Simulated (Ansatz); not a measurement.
The reference is BeS in the zinc blende structure (space group F-43m, No. 216; a = 4.876 Å).

One thing is altered: every lattice vector is shortened by 5.34 %; the atoms relax in the strained cell.

Method: Ansatz (a first-principles code) PBE, scalar-relativistic without spin-orbit coupling, earlier PAW set.

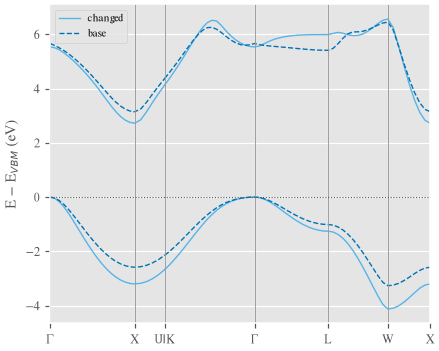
Fig. 1. Highest valence and lowest conduction band along the path, each from its own valence-band maximum

**Question.** Read the changed gap and its character from the plot.

**Answer.** About 2.7 eV, indirect, Γ → X.

Stability against distortions was not tested.
